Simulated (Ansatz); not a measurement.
A series of calculations on CH$_{5}$BBr

Part 1: Relaxation

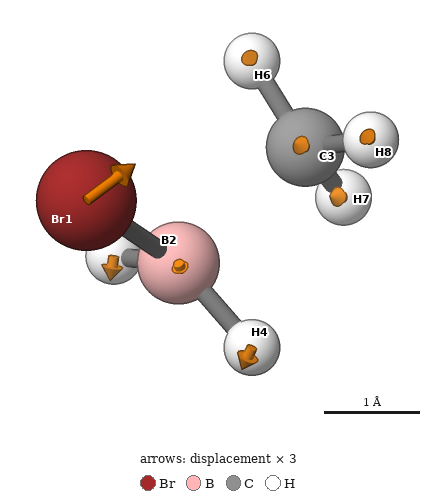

A relaxation of CH$_{5}$BBr (multiplicity 2). The starting structure is drawn; orange arrows show the displacements, 3 times their true length. The two geometries are superimposed by the best rigid fit.

The picture is a ball-and-stick view, seen from a free direction.

The run prepares an end point of a later path (reaction) calculation, from a guessed geometry.

Theory: UKS CAM-B3LYP-D4/def2-SVP in Ansatz.

Input
```yaml
crystal:
  periodic: [false, false, false]
  atoms:
    - { symbol: Br, position_ang: [-1.77164, -1.637023, 0.37465] }
    - { symbol: B, position_ang: [-0.55585, -0.388269, -0.628007] }
    - { symbol: C, position_ang: [0.668663, 0.50905, 0.518877] }
    - { symbol: H, position_ang: [0.294496, -0.985867, -1.244974] }
    - { symbol: H, position_ang: [-1.128252, 0.606996, -1.002011] }
    - { symbol: H, position_ang: [0.021803, 1.072767, 1.196067] }
    - { symbol: H, position_ang: [1.225425, 1.117674, -0.196603] }
    - { symbol: H, position_ang: [1.245355, -0.295328, 0.982] }
magnetization:
  spin_polarized: true
  initial_magnetization: 1
basis:
  gaussian: { orbitals: def2-SVP }
hamiltonian:
  xc: cam_b3lyp
  dispersion: d4
relax:
  f_tol: 0.03
  max_steps: 50
output:
  orbitals: {}
```

Launched with:
```bash
ansatz run input.yaml --threads 4 --pin off --max-ram 5120MiB --backend cpu --events-out ev --progress --plain --runs-dir out
```

What happened in the run?

The largest move after the best rigid fit is that of Br1, 0.24 Å. By element the largest moves are Br 0.24 Å, H 0.10 Å, C 0.07 Å, B 0.06 Å. Near-neighbour distances that change, for instance: Br1–C3 3.253 → 2.970 Å, Br1–B2 2.011 → 1.951 Å, B2–C3 1.903 → 1.871 Å. Among the angles between lasting bonds that change: H4–B2–H5 125.7° → 122.6°. The energy falls by 0.064 eV in 6 accepted moves (7 points after the start). Largest force component: 0.7 eV/Å at the start, 0.014 eV/Å at the end. The line search rejected the trial step at point 4 of the run.

Part 2: Relaxation

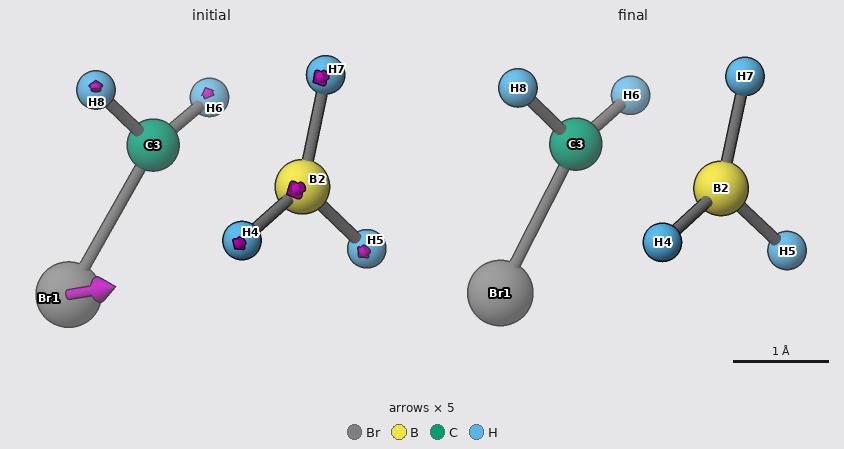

The structure of CH5BBr (multiplicity 2) before (left) and after (right) a relaxation, at one scale. The purple arrows give the displacements, magnified 5 times.

Style: ball-and-stick. Shown from a free direction.

The run prepares an end point of a later path (reaction) calculation, from a guessed geometry.

The calculation used Ansatz, UKS CAM-B3LYP-D4/def2-SVP. Set-up: collinear spin; force threshold 0.03 eV/Å; at most 50 steps.

Q: Summarise the run.

A: The energy falls by 0.060 eV in 4 geometry steps. The largest force component goes from 0.95 to 0.022 eV/Å. Br1 moves most after the best rigid fit: 0.13 Å. Largest moves by element: Br 0.13 Å, B 0.05 Å, H 0.04 Å, C 0.01 Å. Some distances before and after: Br1–B2 3.334 → 3.159 Å, Br1–C3 1.918 → 1.845 Å, B2–C3 2.088 → 2.042 Å.

Part 3: Path

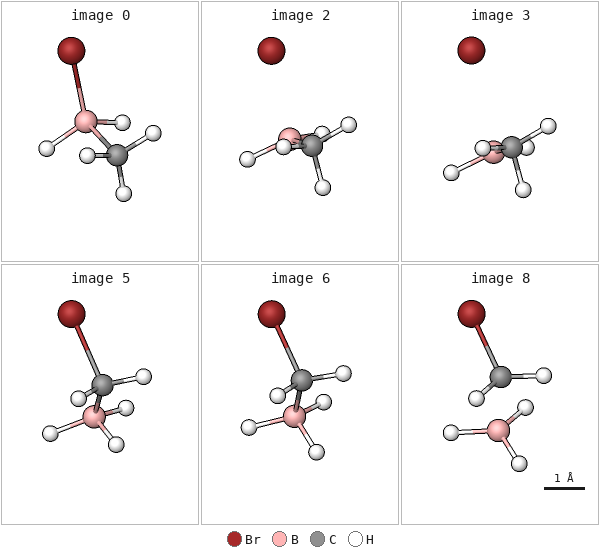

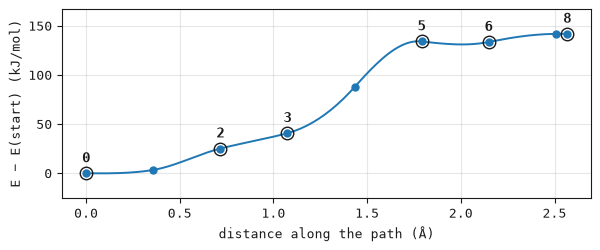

A search for the minimum-energy path of CH$_{5}$BBr (multiplicity 2) by the nudged elastic band. Images are numbered from 0 (start) to 8 (end). Style: ball-and-stick. Shown from a free direction.

Computed with Ansatz, UKS CAM-B3LYP-D4/def2-SVP. Run with 7 movable images; climbing image; force threshold 0.05 eV/Å; iteration limit 60; starting path through a guess of the saddle point.

Read off the barrier and say what moves.

Answer. No barrier shows: the energy is highest at the end, and the end lies 141.9 kJ/mol above the start. Breaking: B–Br (1.95 → 3.16 Å), C–H (1.09 → 2.38 Å). Forming: B–H (2.28 → 1.21 Å), Br–C (2.97 → 1.85 Å). The band converged in 13 iterations. The largest component of the band force went from 3.8 to 0.026 eV/Å.
